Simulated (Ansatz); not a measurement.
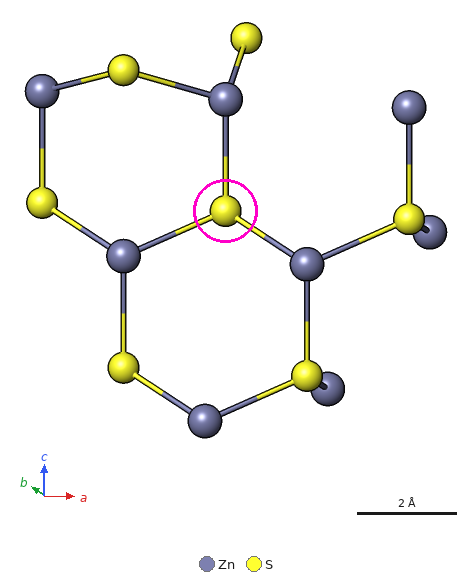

Perfect ZnS. A ball-and-stick model of the atoms within 4.6 Å of one point, in a slice 4.2 Å thick across the line of sight, seen slightly off an axis.

Method: DFT, PBE, plane-wave PAW, default files, scalar-relativistic in Ansatz. (plane-wave cutoff 420 eV; k-point mesh 3 × 3 × 1; occupations fermi dirac; smearing width 0.01 eV; collinear spin) The axes drawn are those of the host's conventional cell.

A sulfur atom is replaced by fluorine at the ringed place, in charge state 0. The supercell has 36 sites, and the atoms are relaxed at the host's cell.

> How do the neighbours respond?

In the host the S atom has 4 Zn at 2.33 to 2.34 Å; the F atom ends with 3 Zn at 2.14 to 2.17 Å. Of the host's atoms, a zinc atom moves furthest from its site, by 0.13 Å. The F atom itself moves 0.57 Å from where it was put. The cell's net moment is 0.78 μB.

The relaxed defect, seen from the same direction:

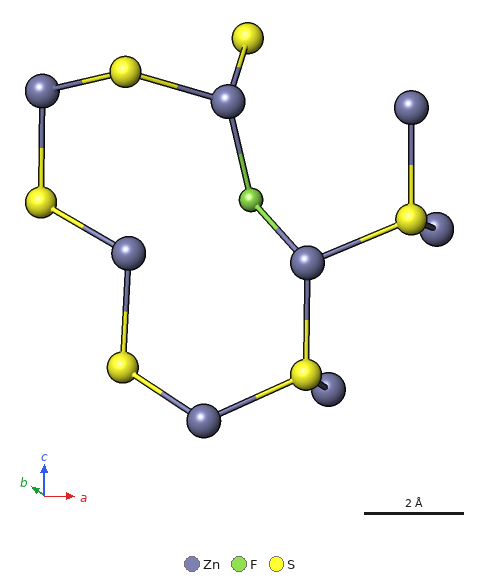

Limits of the set-up: the periodic images lie only 6.6 Å apart, so the values are limited by the cell's size.
